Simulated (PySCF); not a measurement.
# NH3S (Thiohydroxylamine) at 5 levels

We compute a comparison of 5 runs (HF/3-21G, HF/def2-SVP, B3LYP/6-31G*, PBE0/def2-SVP, MP2/6-31G) of NH3S (Thiohydroxylamine). Input form: a Python script.

The calculation is run with PySCF 2.14.0.

## 1. The system as given

NH3S: 5 atoms, total charge 0, spin state singlet. As SMILES, `NS`. The shape is that of a GFN2-xTB optimisation. This is one conformer, not always the lowest.

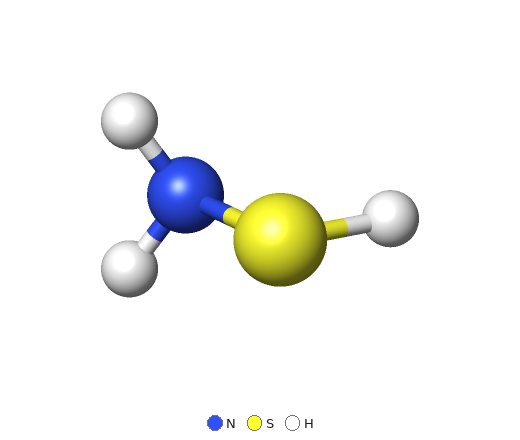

Viewed from a chosen angle; nitrogen blue, sulfur yellow, hydrogen white.

## 2. Energy and forces at HF/3-21G (run 1)

The input, geometry.xyz:

```xyz
5
H3NS
N     -0.162760    -0.507400    -0.231700
S      0.168270     0.954370     0.610330
H      0.015040    -1.300690     0.375430
H     -1.135990    -0.524720    -0.519210
H      1.115440     1.378440    -0.234860
```

The input, input.py:

```python
from pyscf import gto, scf

mol = gto.Mole()
mol.atom = 'geometry.xyz'
mol.max_memory = 1860
mol.verbose = 4
mol.spin = 0
mol.basis = '3-21g'
mol.build()

mf = scf.RHF(mol)
mf.conv_tol = 1e-10
mf.kernel()
if not mf.converged:
    mf = mf.newton().run(mf.mo_coeff, mf.mo_occ)

etot = mf.e_tot
print('E(%s) = %.9f' % ('HF', etot))
grad = mf.nuc_grad_method().kernel()
mf.analyze()
```

Command:

```console
$ OMP_NUM_THREADS=1 python input.py
```

Output:

```text
PySCF version 2.14.0

[... 76 lines left out ...]
Two-electron Energy =                  228.766156045624541
[... 6 lines left out ...]
MO #3   energy= -8.92827660693251  occ= 2
[... 4 lines left out ...]
MO #8   energy= -0.925712075736415 occ= 2
[... 4 lines left out ...]
MO #13  energy= -0.374315738879353 occ= 2
[... 4 lines left out ...]
MO #18  energy= 0.682182977058666  occ= 0
[... 4 lines left out ...]
MO #23  energy= 1.18865058445414   occ= 0
[... 4 lines left out ...]
MO #28  energy= 2.56784783301212   occ= 0
[... 36 lines left out ...]
Dipole moment(X, Y, Z, Debye): -0.64197, -0.85333,  0.09006
```

It took 1.6 s on 1 thread of Intel Xeon at 2.70GHz, shared host; peak memory 0.12 GiB.

## 3. Energy and gradient at HF/def2-SVP (run 2)

The input, run.py:

```python
# Thiohydroxylamine
import pyscf.grad
from pyscf import gto

system = gto.Mole()
system.atom = '''
N   -0.162760  -0.507400  -0.231700
S    0.168270   0.954370   0.610330
H    0.015040  -1.300690   0.375430
H   -1.135990  -0.524720  -0.519210
H    1.115440   1.378440  -0.234860
'''
system.verbose = 4
system.max_memory = 1860
system.basis = 'def2-svp'
system.spin = 0
system.build()

mf = system.RHF()
mf.conv_tol = 1e-10
mf.kernel()
if not mf.converged:
    mf = mf.newton().run(mf.mo_coeff, mf.mo_occ)

energy = mf.e_tot
print(f'total energy: {energy:.8f} hartree')
grad = mf.Gradients().kernel()
mf.analyze()
```

Command:

```console
$ OMP_NUM_THREADS=1 python run.py
```

Output:

```text
PySCF version 2.14.0

[... 76 lines left out ...]
Two-electron Energy =                  229.212315156433135
[... 8 lines left out ...]
MO #5   energy= -6.65389977213043  occ= 2
[... 6 lines left out ...]
MO #12  energy= -0.401355546414587 occ= 2
[... 6 lines left out ...]
MO #19  energy= 0.594167776905495  occ= 0
[... 6 lines left out ...]
MO #26  energy= 1.00225116687562   occ= 0
[... 6 lines left out ...]
MO #33  energy= 1.35015779335164   occ= 0
[... 6 lines left out ...]
MO #40  energy= 2.41762892841465   occ= 0
[... 6 lines left out ...]
MO #47  energy= 3.68388238274961   occ= 0
[... 55 lines left out ...]
Dipole moment(X, Y, Z, Debye): -0.51017, -0.69107,  0.06035
```

Wall time 2 s (1 thread of Intel Xeon at 2.70GHz, shared host); peak memory 0.12 GiB.

## 4. Energy and forces at B3LYP/6-31G(d) (spherical functions) (run 3)

The input, mol.xyz:

```xyz
5
H3NS
N     -0.162760    -0.507400    -0.231700
S      0.168270     0.954370     0.610330
H      0.015040    -1.300690     0.375430
H     -1.135990    -0.524720    -0.519210
H      1.115440     1.378440    -0.234860
```

The input, calc.py:

```python
# Thiohydroxylamine
from pyscf import gto, dft

mol = gto.Mole()
mol.atom = 'mol.xyz'
mol.verbose = 4
mol.max_memory = 1860
mol.basis = '6-31g*'
mol.build()

mf = dft.RKS(mol, xc='b3lyp')
mf.grids.level = 5
mf.conv_tol = 1e-10
mf.kernel()
if not mf.converged:
    mf = mf.newton().run(mf.mo_coeff, mf.mo_occ)

energy = mf.e_tot
print('Final energy', energy)
grad = mf.nuc_grad_method().kernel()
mf.analyze()
```

Command:

```console
$ OMP_NUM_THREADS=1 python calc.py
```

Output:

```text
PySCF version 2.14.0

[... 87 lines left out ...]
Nuclear Repulsion Energy =              57.857555808558040
[... 7 lines left out ...]
MO #2   energy= -14.3421902581581  occ= 2
[... 5 lines left out ...]
MO #8   energy= -0.693160748567907 occ= 2
[... 5 lines left out ...]
MO #14  energy= 0.00908762363810078 occ= 0
[... 5 lines left out ...]
MO #20  energy= 0.370534445006184  occ= 0
[... 5 lines left out ...]
MO #26  energy= 0.760496696834542  occ= 0
[... 5 lines left out ...]
MO #32  energy= 1.14297910611144   occ= 0
[... 5 lines left out ...]
MO #38  energy= 2.3875334480229    occ= 0
[... 46 lines left out ...]
Dipole moment(X, Y, Z, Debye): -0.61054, -0.95465, -0.03945
```

It took 9 s on 1 thread of Intel Xeon at 2.70GHz, shared host; peak memory 0.42 GiB.

Run 4 isn't shown in full; the table further down has it.

## 5. Energy and gradient at MP2/6-31G (run 5)

The input, input.py:

```python
import pyscf.grad
from pyscf import gto, mp

molecule = gto.M(
    atom='''
N       -0.162760      -0.507400      -0.231700
S        0.168270       0.954370       0.610330
H        0.015040      -1.300690       0.375430
H       -1.135990      -0.524720      -0.519210
H        1.115440       1.378440      -0.234860
''',
    spin=0,
    verbose=4,
    max_memory=1860,
    basis='6-31g',
)

calc0 = molecule.RHF()
calc0.conv_tol = 1e-10
calc0.kernel()
if not calc0.converged:
    calc0 = calc0.newton().run(calc0.mo_coeff, calc0.mo_occ)

pt = mp.MP2(calc0, frozen=6).run()
energy = pt.e_tot
print('E(%s) = %.9f' % ('MP2', energy))
grad = pt.Gradients().kernel()
calc0.analyze()
```

Command:

```console
$ OMP_NUM_THREADS=1 python input.py
```

Output:

```text
PySCF version 2.14.0

[... 81 lines left out ...]
Two-electron Energy =                  228.934616690822850
[... 6 lines left out ...]
MO #3   energy= -8.98562297846535  occ= 2
[... 4 lines left out ...]
MO #8   energy= -0.932890250679304 occ= 2
[... 4 lines left out ...]
MO #13  energy= -0.37747460056263  occ= 2
[... 4 lines left out ...]
MO #18  energy= 0.51245198859667   occ= 0
[... 4 lines left out ...]
MO #23  energy= 0.980642653484843  occ= 0
[... 4 lines left out ...]
MO #28  energy= 1.52802127808065   occ= 0
[... 36 lines left out ...]
Dipole moment(X, Y, Z, Debye): -0.65097, -0.80455,  0.14404
```

Run time: 2.5 s. Hardware: 1 thread of Intel Xeon at 2.70GHz, shared host; peak memory 0.13 GiB.

## 6. Overview of the runs

```tsv
run	level	integration grid	frozen core orbitals	energy (Eh)	dipole moment (D) of the reference	HOMO energy (eV)	LUMO energy (eV)	wall time
1	HF/3-21G	–	–	-451.405670	1.07	-10.19	4.91	1.6 s
2	HF/def2-SVP	–	–	-453.529571	0.86	-9.91	4.28	2 s
3	B3LYP/6-31G* (spherical functions)	5	–	-454.711608	1.13	-6.66	0.25	9 s
4	PBE0/def2-SVP	5	–	-454.348051	0.94	-6.82	0.70	12 s
5	MP2/6-31G	–	6	-453.771482	1.04	-10.27	4.23	2.5 s
```

## 7. What came out

| quantity | value |
| --- | --- |
| run 5: total energy | -453.77148 Eh |
| run 5: dipole moment (Hartree–Fock density) | 1.04 D |
| run 5: HOMO energy (Hartree–Fock orbitals) | -10.27 eV |
| run 5: LUMO energy (Hartree–Fock orbitals) | 4.23 eV |
| run 5: HOMO–LUMO gap (Hartree–Fock orbitals) | 14.50 eV |
| run 5: correlation energy (6 core orbitals frozen) | -165.9 mEh |
| run 5: largest force on an atom | 2.908 eV/Å |

**Reading.** Over runs 1, 2, 3, 4 the dipole moment (its size) runs from 0.86 D (HF/def2-SVP) to 1.13 D (B3LYP/6-31G*). The two ends differ in method and basis. Over runs 1, 2, 3, 4 the HOMO–LUMO gap runs from 6.91 eV (B3LYP/6-31G*) to 15.09 eV (HF/3-21G). Totals of different functionals can't be ranked against each other. All runs together took 27 s, the longest 12 s.
